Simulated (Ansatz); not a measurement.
**SiH₃F (built from SMILES F.[SiH2]): functionals against CCSD(T) at one geometry**

The atoms stand at a displaced guess of a reacting structure. How far do the functionals agree with CCSD(T) there?

Program: Ansatz 0.2.0, Gaussian basis. Level of theory: single points in def2-TZVPP. These are calculated values, not measurements.

Cores are frozen in the correlated methods.

## (1) The system as given

5 atoms, charge 0, spin multiplicity 1.

Atoms are counted from 1 here; the program's logs count them from 0.

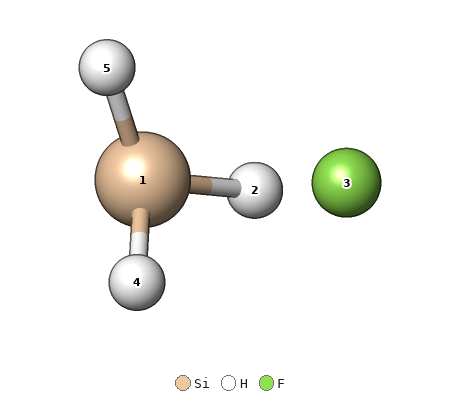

Start geometry, drawn with silicon light orange, hydrogen white, fluorine green; atoms are numbered from 1 in the order of the file.

As a file:

```mol
FH3Si
  3D, bonds by distance, orders not assigned

  5  3  0  0  0  0  0  0  0  0999 V2000
   -0.4567    0.0552    0.3905 Si  0  0
   -0.0024   -1.0393   -0.6994 H   0  0
    0.9988   -0.5361   -1.1217 F   0  0
    0.4683    0.2697    1.5192 H   0  0
   -0.9775    1.3808    0.1220 H   0  0
  1  2  8  0
  1  4  8  0
  1  5  8  0
M  END
```

## (2) CCSD(T)/def2-TZVPP

Input file run/in.yaml:

```yaml
crystal:
  periodic: [false, false, false]
  atoms:
    - {symbol: Si, position_ang: [-0.456700, 0.055200, 0.390500]}
    - {symbol: H, position_ang: [-0.002400, -1.039300, -0.699400]}
    - {symbol: F, position_ang: [0.998800, -0.536100, -1.121700]}
    - {symbol: H, position_ang: [0.468300, 0.269700, 1.519200]}
    - {symbol: H, position_ang: [-0.977500, 1.380800, 0.122000]}
basis:
  gaussian: {orbitals: def2-TZVPP}
correlation: {method: ccsd_t}
output: {forces: true}
```

The command line of these runs was not kept.

## (3) PBE0-D4/def2-TZVPP

Edit run/in.yaml of step 2 so:

```diff
@@ -10,3 +10,3 @@
   gaussian: {orbitals: def2-TZVPP}
-correlation: {method: ccsd_t}
-output: {forces: true}
+hamiltonian: {xc: pbe0, dispersion: d4}
+output: {forces: true, orbitals: {seedname: orbitals}}
```

## (4) wB97M-V/def2-TZVPP

Edit run/in.yaml of step 3 so:

```diff
@@ -10,3 +10,3 @@
   gaussian: {orbitals: def2-TZVPP}
-hamiltonian: {xc: pbe0, dispersion: d4}
-output: {forces: true, orbitals: {seedname: orbitals}}
+hamiltonian: {xc: {name: wB97M-V}}
+output: {forces: true}
```

## (5) r2SCAN-D4/def2-TZVPP

Edit run/in.yaml of step 4 so:

```diff
@@ -10,3 +10,3 @@
   gaussian: {orbitals: def2-TZVPP}
-hamiltonian: {xc: {name: wB97M-V}}
+hamiltonian: {xc: r2scan, dispersion: d4}
 output: {forces: true}
```

## (6) PBE-D4/def2-TZVPP

Edit run/in.yaml of step 5 so:

```diff
@@ -10,3 +10,3 @@
   gaussian: {orbitals: def2-TZVPP}
-hamiltonian: {xc: r2scan, dispersion: d4}
+hamiltonian: {xc: pbe, dispersion: d4}
 output: {forces: true}
```

## (7) revPBE-D4/def2-TZVPP

Edit run/in.yaml of step 6 so:

```diff
@@ -10,3 +10,3 @@
   gaussian: {orbitals: def2-TZVPP}
-hamiltonian: {xc: pbe, dispersion: d4}
+hamiltonian: {xc: {name: revPBE}, dispersion: d4}
 output: {forces: true}
```

## (8) wB97X-V/def2-TZVPP

Edit run/in.yaml of step 7 so:

```diff
@@ -10,3 +10,3 @@
   gaussian: {orbitals: def2-TZVPP}
-hamiltonian: {xc: {name: revPBE}, dispersion: d4}
+hamiltonian: {xc: {name: wB97X-V}}
 output: {forces: true}
```

(Steps that only read results are left out.)

Before running it: what results should come out? Wanted: energy less free atoms, CCSD(T)/def2-TZVPP; RMS force component; RMS force error; HOMO and LUMO, PBE0-D4; T1 diagnostic.

**Answer**, as computed:

| quantity | value |
| --- | --- |
| energy less free atoms, CCSD(T)/def2-TZVPP | -11.992 eV |
| RMS force component | 0.450 to 0.490 eV/Å over the methods |
| RMS force error | PBE0-D4 0.065, wB97M-V 0.069, r2SCAN-D4 0.155, PBE-D4 0.255, revPBE-D4 0.287, wB97X-V 0.053 eV/Å |
| HOMO and LUMO, PBE0-D4 | -7.29 and -2.61 eV |
| T1 diagnostic | 0.020 |

In words: Against CCSD(T) the functionals' energies less atoms differ by -0.669 to -0.118 eV, PBE-D4 by -0.669 eV. CCSD(T) in triple zeta still lacks some correlation energy of the bonds, so part of these gaps is its own basis error and they don't rank the functionals. For forces wB97X-V does best and revPBE-D4 worst. Frozen-core CCSD(T) forces in triple zeta carry basis errors of their own, and this is one geometry, so small gaps rank nothing. The restricted Hartree–Fock reference is unstable towards an unrestricted one at one or more of these structures.
